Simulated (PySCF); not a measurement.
## Electronic structure of F$_{3}$OW (W(O)(F)3) (doublet) in real space

```xyz
5

W    -0.0462    0.0947   -0.0511
O     1.0524    1.1701    0.6783
F    -1.2526   -1.1575    0.6737
F     1.0882   -1.1689   -0.7959
F    -1.3519    1.2524   -0.6797
```

Core potentials replace the inner electrons of W.

Method: UKS r2SCAN, W def2-SVP with ECP60, O def2-SVP, F def2-SVP; non-relativistic Hamiltonian with scalar-relativistic core potentials where named; density fitting (PySCF 2.14.0).

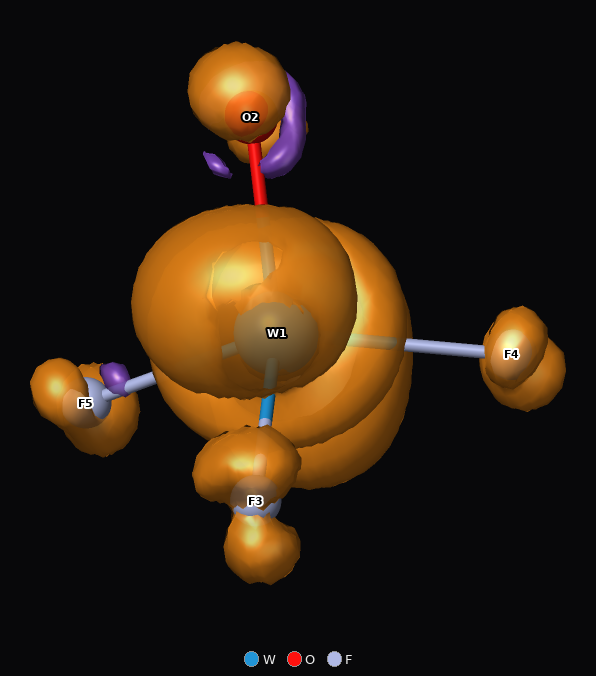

Figure 1. Isosurfaces of the spin density at +0.03 (orange) and −0.03 e/Å³ (purple), seen at an oblique angle.

Where is the unpaired spin?

The unpaired spin (1 electron) lies mostly on W1 (about 0.8), in electrons by Hirshfeld's partition.

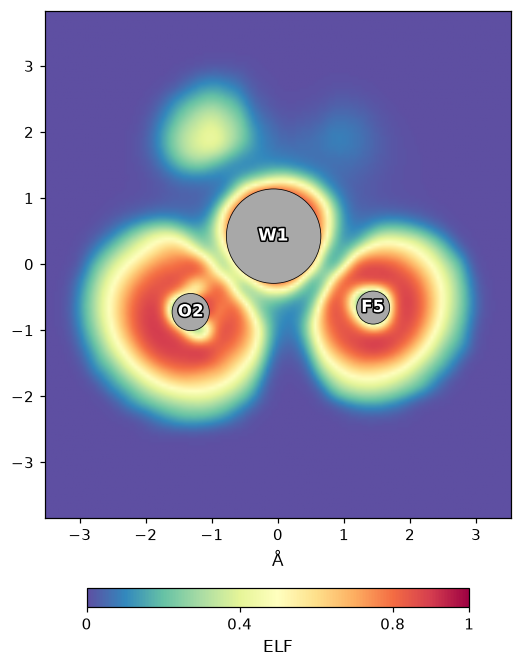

Figure 2. ELF on the plane of atoms O2, W1 and F5. Grey discs cover the atomic cores.

What does the map show?

- The plane passes through W, O and F nuclei.
- W–O (1.70 Å): the ELF is about 0.40 at the midpoint.
- W–F (1.85 Å): the ELF peaks at about 0.80 in the valence shell of F, 0.5 Å from its nucleus, and drops to about 0.25 between the two atoms.

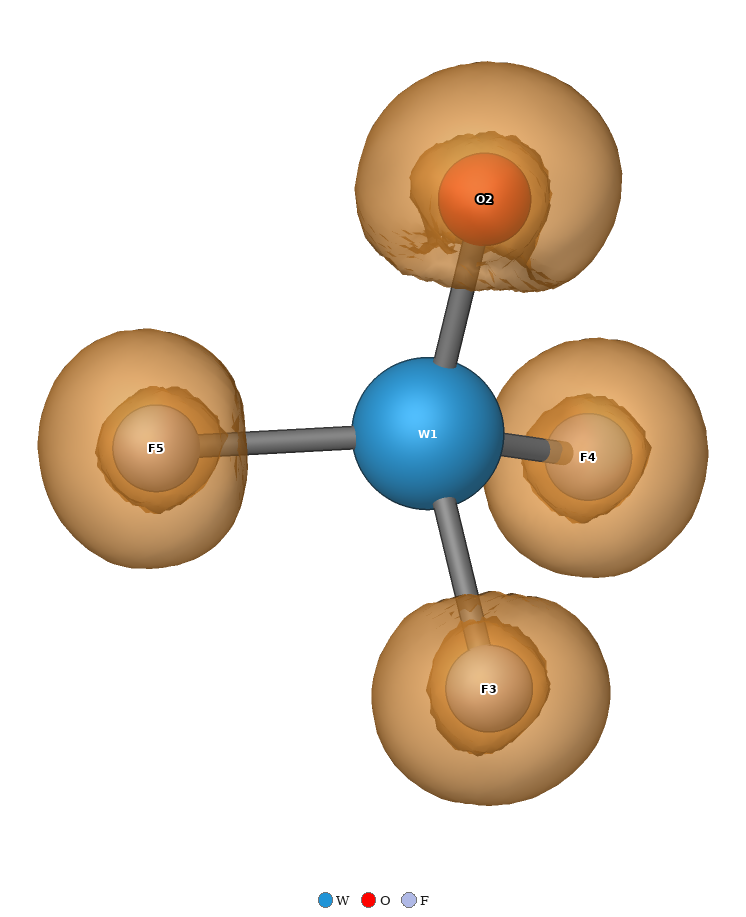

Figure 3. Isosurface of the ELF at 0.75 (orange), seen at a tilt. Core shells and regions of very low density are left out.

Describe the localisation domains.

At this value the surface marks out three regions wrapped around F (the valence shell of each) and one region wrapped around O (its valence shell).
